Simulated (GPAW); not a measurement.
# Work function of H/Mo(110) at several levels, part 2 of 2

How far do functional and basis move the work function of H/Mo(110)?

GPAW 26.7.0; GPAW, PAW setups; slab in vacuum, relaxation (the session's first sound run).

So far, upper work function (eV): step 2 (relaxation, PBE, GPAW) 5.18; step 3 (the slab's potential, PBE, GPAW) 5.18; step 4 (OptPBE vdW: xc = "optPBE-vdW", GPAW, PAW setups, GPAW) 5.39; step 5 (self-consistent run: xc = "revPBE") 5.08; step 6 (self-consistent run: xc = "LDA") 5.39.

## 7. Self-consistent run: xc = "vdW-DF2"

The same geometry under vdW-DF2, to see how far the functional moves the levels against the vacuum (the van der Waals functionals take revPBE setups).

The input, run.py:

```python
import json
import numpy as np
from ase import Atoms
from gpaw import GPAW, PW

slab = Atoms(
    ['Mo', 'Mo', 'Mo', 'Mo', 'H'],
    positions=[
        [0.00000, 0.00000, 7.00000],
        [2.22739, -0.00000, 9.22739],
        [0.00000, 0.00000, 11.46195],
        [2.22739, -0.00000, 13.65528],
        [1.11369, 0.78750, 14.95790]],
    cell=[[2.22739, -1.575, 0.0], [2.22739, 1.575, 0.0], [0.0, 0.0, 21.93197]],
    pbc=[True, True, False])

slab.calc = GPAW(mode=PW(500), xc='vdW-DF2', kpts={'size': (12, 12, 1), 'gamma': True},
                 occupations={'name': 'fermi-dirac', 'width': 0.1}, nbands='160%',
                 convergence={'density': 1e-05}, maxiter=200,
                 poissonsolver={'dipolelayer': 'xy'},
                 symmetry={'tolerance': 1e-3}, txt='slab.txt')
result = {}
energy = slab.get_potential_energy()
fermi = slab.calc.get_fermi_level()
v = slab.calc.get_electrostatic_potential().mean((0, 1)) - fermi
n = slab.calc.get_pseudo_density().mean((0, 1))
L = slab.cell[2, 2]
z = np.arange(len(v)) * L / len(v)
low, high = slab.positions[:, 2].min(), slab.positions[:, 2].max()
below, above = np.interp([low - 4.8, high + 4.8], z, v)
slopes = [np.interp(x, z, np.gradient(v, z)) for x in (low - 4.8, high + 4.8)]
eps = np.array([[slab.calc.get_eigenvalues(k, s) for k in range(len(slab.calc.get_ibz_k_points()))]
                for s in range(slab.calc.get_number_of_spins())]) - fermi
top, bottom = eps[eps < 0].max(), eps[eps > 0].min()
dipole = slab.get_dipole_moment()[2]
print(f'energy {energy:.4f} eV, Fermi level {fermi:.4f} eV, dipole {dipole:.5f} e A')
print(f'potential 4.8 A off the faces, from the Fermi level: lower {below:.4f} eV, upper {above:.4f} eV')
print(f'slope of the potential there: lower {slopes[0]:.5f}, upper {slopes[1]:.5f} eV/A')
print(f'nearest levels on the mesh: {top:.4f} and {bottom:.4f} eV')
print('magnetic moment', round(slab.get_magnetic_moment(), 3))
result.update(energy=energy, fermi=fermi, dipole=dipole, below=below, above=above, slopes=slopes, edges=[top, bottom],
              z=z.tolist(), v=v.tolist(), n=n.tolist(), positions=slab.positions.tolist(),
              forces=slab.get_forces(apply_constraint=False).tolist(), moments=slab.get_magnetic_moments().tolist())
json.dump(result, open('result.json', 'w'))
```

On the command line:

```
> OMP_NUM_THREADS=1 OPENBLAS_NUM_THREADS=1 python run.py
```

Log:

```text
energy -373.7132 eV, Fermi level 2.6717 eV, dipole -0.02442 e A
potential 4.8 A off the faces, from the Fermi level: lower 4.8980 eV, upper 5.5280 eV
slope of the potential there: lower -0.00271, upper 0.00009 eV/A
nearest levels on the mesh: -0.0086 and 0.0122 eV
magnetic moment 0.0
```

Wall time 7.8 min (1 thread of Arm Neoverse V1, shared host); peak memory 0.58 GiB.

This step gave:

| Property | Result |
| --- | --- |
| dipole along the normal | -0.02442 e·Å |
| levels nearest the Fermi level on the mesh | -0.008565, 0.01224 eV from the Fermi level |
| upper work function | 5.528 eV |
| lower work function | 4.898 eV |

The electrostatic potential energy of an electron (without an applied field's), less the Fermi level, planar mean oscillates, so the rows of the table below give means over windows of 2 Å about each position, cut where the curve ends. Its maxima inside the range that stand out by 2 % of the span (Å: eV): 8.1: -2.44, 10.3: -2.51, 12.5: -2.70. Its minima: 7.0: -28.1, 9.2: -28.7, 11.4: -28.5, 13.6: -28.3.

The electrostatic potential energy of an electron (without an applied field's), less the Fermi level, planar mean by z; means over each step:

```csv
z (Å),"electrostatic potential energy of an electron (without an applied field's), less the Fermi level, planar mean (eV)"
0,4.96
2,4.90
4,4.74
6,-6.00
8,-12.1
10,-13.0
12,-14.1
14,-14.2
16,4.39
18,5.52
20,5.53
```

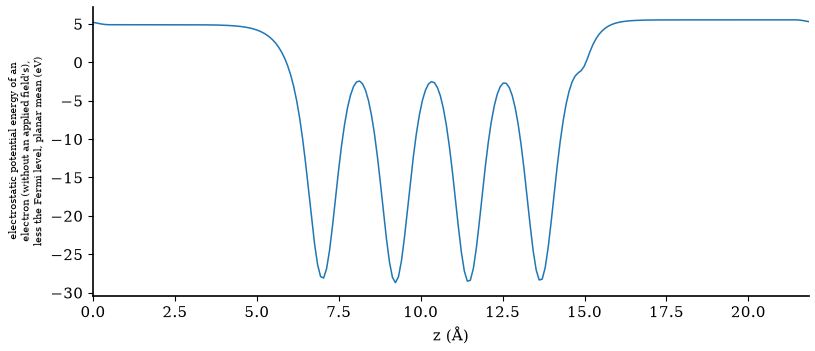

Electrostatic potential energy of an electron (without an applied field's), less the Fermi level, planar mean against z.

The upper face's work function is 5.528 eV, against 5.175 eV in the first plane-wave PBE run at this geometry.

## 8. Self-consistent run: xc = "RPBE"

The same geometry under RPBE, to see how far the functional moves the levels against the vacuum.

run.py: that of step 7 with these lines changed.

```diff
@@ -16,3 +16,3 @@
 
-slab.calc = GPAW(mode=PW(500), xc='vdW-DF2', kpts={'size': (12, 12, 1), 'gamma': True},
+slab.calc = GPAW(mode=PW(500), xc='RPBE', kpts={'size': (12, 12, 1), 'gamma': True},
                  occupations={'name': 'fermi-dirac', 'width': 0.1}, nbands='160%',
```

Log:

```text
energy -44.2421 eV, Fermi level 2.8589 eV, dipole -0.02344 e A
potential 4.8 A off the faces, from the Fermi level: lower 4.4770 eV, upper 5.0815 eV
slope of the potential there: lower -0.00204, upper 0.00009 eV/A
nearest levels on the mesh: -0.0015 and 0.0040 eV
magnetic moment 0.0
```

Wall time 8.1 min (1 thread); peak memory 0.44 GiB.

This step gave:

| Item | Value |
| --- | --- |
| dipole along the normal | -0.02344 e·Å |
| levels nearest the Fermi level on the mesh | -0.001541, 0.004023 eV from the Fermi level |
| upper work function | 5.082 eV |
| lower work function | 4.477 eV |

The upper face's work function is 5.082 eV, against 5.175 eV in the first plane-wave PBE run at this geometry.

## 9. Real-space grid: mode = "fd"

A real-space grid is a second complete basis, so it checks the plane-wave result.

run.py: that of step 8 with these lines changed.

```diff
@@ -3,3 +3,3 @@
 from ase import Atoms
-from gpaw import GPAW, PW
+from gpaw import GPAW
 
@@ -16,3 +16,3 @@
 
-slab.calc = GPAW(mode=PW(500), xc='RPBE', kpts={'size': (12, 12, 1), 'gamma': True},
+slab.calc = GPAW(mode='fd', h=0.18, xc='PBE', kpts={'size': (12, 12, 1), 'gamma': True},
                  occupations={'name': 'fermi-dirac', 'width': 0.1}, nbands='160%',
```

Log:

```text
energy -46.5730 eV, Fermi level -4.9001 eV, dipole -0.02136 e A
potential 4.8 A off the faces, from the Fermi level: lower 4.6241 eV, upper 5.1755 eV
slope of the potential there: lower -0.00149, upper 0.00001 eV/A
nearest levels on the mesh: -0.0029 and 0.0031 eV
magnetic moment 0.0
```

Wall time 33 min (1 thread); peak memory 2.2 GiB.

This step gave:

- dipole along the normal: -0.02136 e·Å
- levels nearest the Fermi level on the mesh: -0.002892, 0.003052 eV from the Fermi level
- upper work function: 5.176 eV
- lower work function: 4.624 eV

The electrostatic potential energy of an electron (without an applied field's), less the Fermi level, planar mean oscillates, so the rows of the table below give means over windows of 2 Å about each position, cut where the curve ends. Its maxima inside the range that stand out by 2 % of the span (Å: eV): 8.1: -2.10, 10.3: -2.18, 12.5: -2.36. Its minima: 7.0: -28.0, 9.2: -28.6, 11.4: -28.4, 13.6: -28.2.

Electrostatic potential energy of an electron (without an applied field's), less the Fermi level, planar mean against z; means over each step:

```csv
z (Å),"electrostatic potential energy of an electron (without an applied field's), less the Fermi level, planar mean (eV)"
0,4.64
2,4.62
4,4.51
6,-5.98
8,-11.9
10,-12.8
12,-13.9
14,-14.0
16,4.11
18,5.17
20,5.18
```

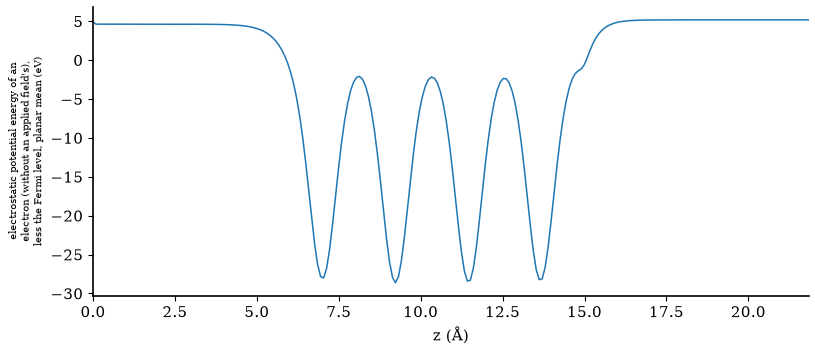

Electrostatic potential energy of an electron (without an applied field's), less the Fermi level, planar mean, plotted against z.

The upper face's work function is 5.176 eV, against 5.175 eV in the first plane-wave PBE run at this geometry.

## 10. Atomic orbitals: mode = "lcao"

Atom-centred orbitals end a few angstrom from the surface, which tests how much the density's tail matters.

run.py: that of step 9 with these lines changed.

```diff
@@ -16,4 +16,4 @@
 
-slab.calc = GPAW(mode='fd', h=0.18, xc='PBE', kpts={'size': (12, 12, 1), 'gamma': True},
-                 occupations={'name': 'fermi-dirac', 'width': 0.1}, nbands='160%',
+slab.calc = GPAW(mode='lcao', basis='dzp', h=0.18, xc='PBE', kpts={'size': (12, 12, 1), 'gamma': True},
+                 occupations={'name': 'fermi-dirac', 'width': 0.1}, nbands='120%',
                  convergence={'density': 1e-05}, maxiter=200,
```

Log:

```text
energy -44.0831 eV, Fermi level -4.9096 eV, dipole -0.02224 e A
potential 4.8 A off the faces, from the Fermi level: lower 4.6222 eV, upper 5.1964 eV
slope of the potential there: lower -0.00167, upper 0.00001 eV/A
nearest levels on the mesh: -0.0020 and 0.0045 eV
magnetic moment 0.0
```

Elapsed: 1.5 h, on 1 thread; peak memory 0.53 GiB.

This step gave:

- dipole along the normal: -0.02224 e·Å
- levels nearest the Fermi level on the mesh: -0.002035, 0.004475 eV from the Fermi level
- upper work function: 5.196 eV
- lower work function: 4.622 eV

The electrostatic potential energy of an electron (without an applied field's), less the Fermi level, planar mean oscillates, so the rows of the table below give means over windows of 2 Å about each position, cut where the curve ends. Its maxima inside the range that stand out by 2 % of the span (Å: eV): 8.1: -2.18, 10.3: -2.20, 12.5: -2.42. Its minima: 7.0: -28.1, 9.2: -28.7, 11.4: -28.5, 13.6: -28.4.

Electrostatic potential energy of an electron (without an applied field's), less the Fermi level, planar mean against z; means over each step:

```csv
z (Å),"electrostatic potential energy of an electron (without an applied field's), less the Fermi level, planar mean (eV)"
0,4.64
2,4.62
4,4.51
6,-5.97
8,-12.0
10,-12.9
12,-14.0
14,-14.1
16,4.13
18,5.19
20,5.20
```

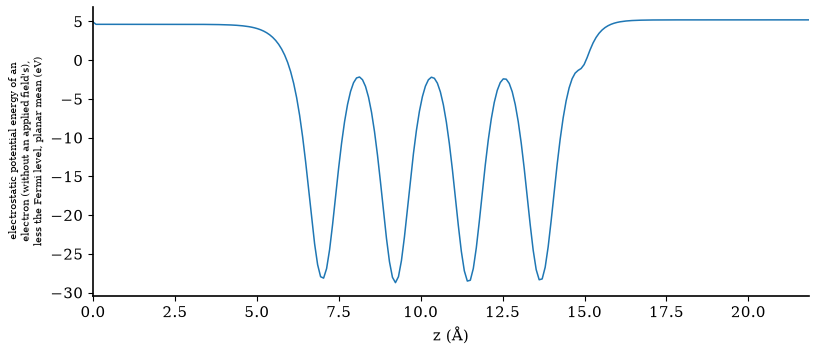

Electrostatic potential energy of an electron (without an applied field's), less the Fermi level, planar mean against z.

The upper face's work function is 5.196 eV, against 5.175 eV in the first plane-wave PBE run at this geometry.

## 11. All levels side by side

Times are for 1 thread of Arm Neoverse V1, shared host. Results by setting:

```csv
no.,run,upper work function (eV),lower work function (eV),time,memory (GiB)
1,pw,5.175,4.625,7.2 min,0.44
2,optPBE vdW,5.388,4.800,8 min,0.58
3,revPBE,5.085,4.497,7.6 min,0.44
4,LDA,5.390,4.920,7.6 min,0.44
5,vdW DF2,5.528,4.898,7.8 min,0.58
6,RPBE,5.082,4.477,8.1 min,0.44
7,fd,5.176,4.624,33 min,2.2
8,lcao,5.196,4.622,1.5 h,0.53
```

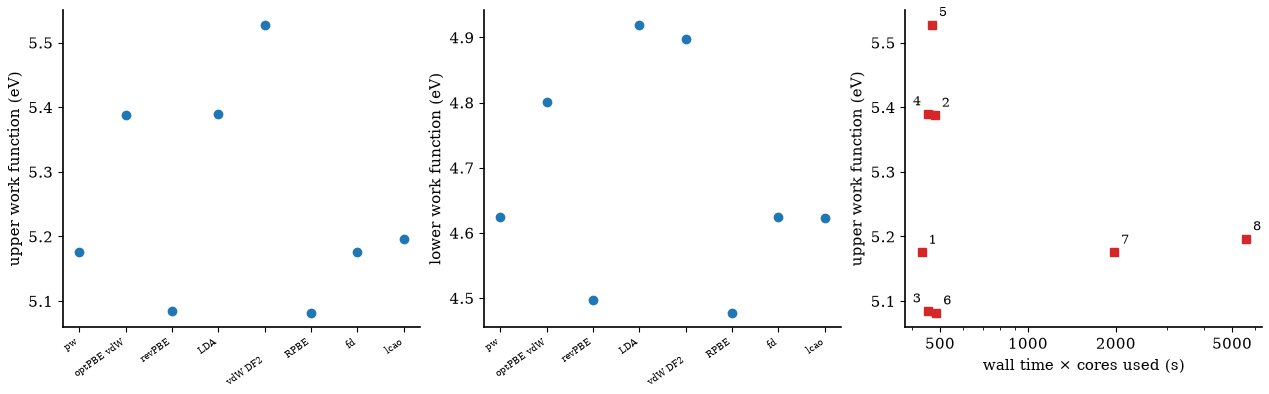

The series as plots; the last panel sets the first result against cost, with the runs numbered as in the table.

## 12. Side by side

Results and costs are gathered.

This step: comparison of work functions, dipole and cost (GPAW 26.7.0).

Ladder, by row:

```csv
step,code,"work function, upper (eV)","work function, lower (eV)",dipole (e Å),wall time (s),peak memory (GiB),threads
pw,GPAW,5.175,4.625,-0.02137,432.6,0.44,1
optPBE-vdW,GPAW,5.388,4.8,-0.02277,480.1,0.58,1
revPBE,GPAW,5.085,4.497,-0.02278,453.8,0.44,1
LDA,GPAW,5.39,4.92,-0.01824,454.1,0.44,1
vdW-DF2,GPAW,5.528,4.898,-0.02442,469.2,0.58,1
RPBE,GPAW,5.082,4.477,-0.02344,485.3,0.44,1
fd,GPAW,5.176,4.624,-0.02136,1972,2.25,1
lcao,GPAW,5.196,4.622,-0.02224,5580,0.53,1
```

## 13. A changed run

One more run, with changed settings.

This step: GPAW, PAW setups; slab in vacuum (GPAW 26.7.0).

run.py: that of step 10 with these lines changed.

```diff
@@ -3,3 +3,3 @@
 from ase import Atoms
-from gpaw import GPAW
+from gpaw import GPAW, PW
 
@@ -16,5 +16,5 @@
 
-slab.calc = GPAW(mode='lcao', basis='dzp', h=0.18, xc='PBE', kpts={'size': (12, 12, 1), 'gamma': True},
-                 occupations={'name': 'fermi-dirac', 'width': 0.1}, nbands='120%',
-                 convergence={'density': 1e-05}, maxiter=200,
+slab.calc = GPAW(mode=PW(60), xc='PBE', kpts={'size': (12, 12, 1), 'gamma': True},
+                 occupations={'name': 'fermi-dirac', 'width': 0.1}, nbands='160%',
+                 convergence={'density': 1e-05}, maxiter=75,
                  poissonsolver={'dipolelayer': 'xy'},
```

Log:

```text
energy 436.4300 eV, Fermi level 2.2721 eV, dipole -0.07063 e A
potential 4.8 A off the faces, from the Fermi level: lower 11.6313 eV, upper 13.4606 eV
slope of the potential there: lower -0.93083, upper 0.80090 eV/A
nearest levels on the mesh: -0.0040 and 0.0017 eV
magnetic moment 0.0
```

It took 2.3 min on 1 thread; peak memory 0.14 GiB.

The run finished. A setting was moved off its sound value on purpose, so it serves as a test and not as the result.

The fault put into the input: a cutoff far too low (ecut = 60).

The two runs compared:

```csv
quantity,this run,sound run,difference
dipole along the normal (e·Å),-0.070632,-0.021369,-0.0493
```

One result that differs is the dipole along the normal, -0.0706 e·Å against -0.0214 e·Å.

## 14. Results

```yaml
work_function_upper_and_lower_face: 5.175 and 4.625 eV
dipole_along_the_normal: -0.0214 e Å
```

In words: With plane waves and PBE the work function is 5.18 eV on the upper face and 4.62 eV on the lower. The two faces differ by 0.55 eV, the step that the slab's dipole makes (e p/(ε0 A) gives 0.55 eV), so the dipole layer is needed. Over the sound runs of the table the upper face's work function spans 5.082 (RPBE) to 5.528 eV (vdW-DF2). The cell of 7.02 Å² holds one H, started on one chosen site; other sites and coverages weren't tried. The in-plane lattice was kept as typed, which isn't the functional's own and leaves some strain; spin-orbit coupling and temperature are left out.

[Logs are printed without paths, hosts, clocks, repeated set-up lines and the standing remarks that a program may print on its own settings, such as how far it seeks lower states.]

[Hosts, paths, dates, database ids (printed as entryN), source tags and the programs' standing remarks are cut or masked in the printed files.]
